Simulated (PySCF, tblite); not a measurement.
**C₇H₁₆BN: geometry, infrared bands and NMR shifts**

Aim: predict the infrared bands and NMR shifts of C₇H₁₆BN (`C=C(C)[B@-]1(C)CC[N@@H+]1C`).

The runs use tblite 0.8.0 and PySCF 2.14.0, with density-fitted response routines of our own; the level of theory stands in each step. All values are computed, except where a source is named. Atoms count from 0, in the outputs and in this text.

**1. Starting geometry**

25 atoms, charge 0, multiplicity 1; geometry from: force field or distance geometry start.

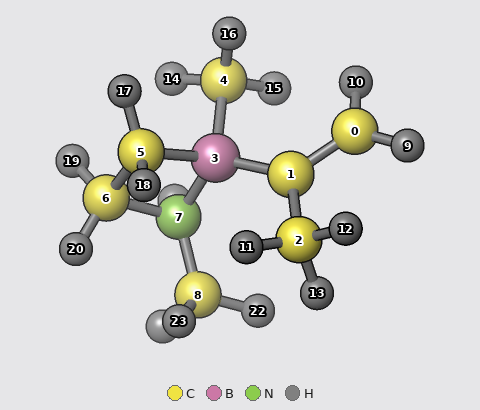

The starting geometry (carbon yellow, boron pink, nitrogen green, hydrogen grey), atoms numbered.

**2. Geometry optimisation with GFN2-xTB**

Job settings and geometry (Å):

```
{"job": {"kind": "relax", "xc": "GFN2-xTB", "basis": "xTB"}, "charge": 0, "multiplicity": 1}
C      2.158600    -0.119500     1.397200
C      1.283700     0.258300     0.423200
C      1.650200     1.515500    -0.299200
B      0.014900    -0.539800     0.074000
C     -0.048500    -1.897900     0.970600
C     -0.185200    -0.913600    -1.456000
C     -1.597400    -0.514800    -1.187000
N     -1.318200     0.101300     0.109800
C     -1.464200     1.507000     0.097300
H      3.043000     0.486300     1.618100
H      1.993400    -1.014800     1.992200
H      1.409900     1.438400    -1.372200
H      2.749500     1.704100    -0.240800
H      1.204800     2.419400     0.170400
H     -1.067100    -2.306000     0.807400
H      0.035500    -1.584600     2.036000
H      0.767000    -2.531000     0.628900
H      0.035500    -1.989300    -1.595200
H      0.293500    -0.215500    -2.167100
H     -2.219100    -1.407800    -1.043900
H     -1.986800     0.212100    -1.922600
H     -1.964600    -0.336400     0.824200
H     -1.038500     2.062500     0.967900
H     -1.182600     1.975500    -0.871200
H     -2.578200     1.714900     0.161800
```

Started as:

```bash
> OMP_NUM_THREADS=1 python probes_run.py task.json out
```

This one command runs all jobs of the session in turn.

**Question.** This job is followed by: GFN2-xTB harmonic vibrations, gas phase; GIAO PBE0/pcSseg-1 NMR shielding, non-relativistic, gas phase. Predict these results of the whole session: strongest single infrared mode (GFN2-xTB); zero-point energy (GFN2-xTB); ¹³C shifts against TMS (PBE0/pcSseg-1); ¹H shifts against TMS (PBE0/pcSseg-1, means over atoms taken as alike); ¹¹B shifts against BF3·OEt2 (PBE0/pcSseg-1); ¹⁵N shifts against NH3 (PBE0/pcSseg-1).

The runs gave:

| quantity | value |
| --- | --- |
| strongest single infrared mode (GFN2-xTB) | 3009 cm⁻¹, 110 km/mol |
| zero-point energy (GFN2-xTB) | 138.9 kcal/mol |
| ¹³C shifts against TMS (PBE0/pcSseg-1) | 163.6, 124.0, 52.3, 38.0, 31.1, 14.5, 12.9 ppm |
| ¹H shifts against TMS (PBE0/pcSseg-1, means over atoms taken as alike) | 5.78, 5.05, 3.67, 2.83, 2.27, 1.99, 1.92, 0.96, 0.77, 0.05 ppm |
| ¹¹B shifts against BF3·OEt2 (PBE0/pcSseg-1) | -3.0 ppm |
| ¹⁵N shifts against NH3 (PBE0/pcSseg-1) | 62.4 ppm |

Over 193 steps the energy fell by 1.412 eV; of the close pairs, B3–N7 changed most, 1.480 to 1.700 Å. All 69 modes are real, so the xTB geometry is a minimum. GFN2-xTB is a fitted tight-binding method: band positions and strengths are rough. Its intensities can rank the bands wrongly. The most deshielded carbon is C1 (fully substituted alkene carbon), at 163.6 ppm: as expected for a trigonal carbon in a double bond. At PBE0/pcSseg-1: Shielding is most anisotropic at C1 (span 288 ppm, paramagnetic term -236 ppm).
